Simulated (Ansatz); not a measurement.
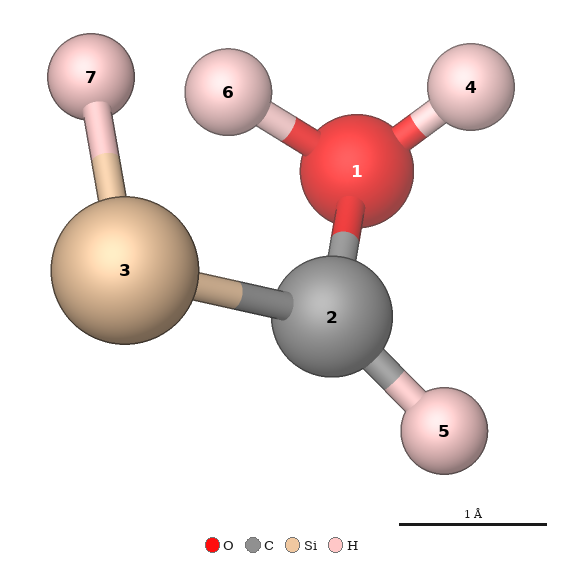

Orthographic view. Distant atoms are faded towards the background colour. The computed structure is the end point of a PBE-D4/def2-SVP optimisation. No frequency run is at hand to confirm it as a minimum.

Give the distance matrix in Å.

| atom | O1 | C2 | Si3 | H4 | H5 | H6 | H7 |
| --- | --- | --- | --- | --- | --- | --- | --- |
| O1 | 0.00 |  |  |  |  |  |  |
| C2 | 1.53 | 0.00 |  |  |  |  |  |
| Si3 | 2.78 | 1.78 | 0.00 |  |  |  |  |
| H4 | 0.99 | 2.08 | 3.34 | 0.00 |  |  |  |
| H5 | 2.14 | 1.10 | 2.70 | 2.51 | 0.00 |  |  |
| H6 | 1.09 | 1.87 | 2.32 | 1.67 | 2.83 | 0.00 |  |
| H7 | 2.28 | 2.32 | 1.65 | 2.80 | 3.42 | 1.29 | 0.00 |
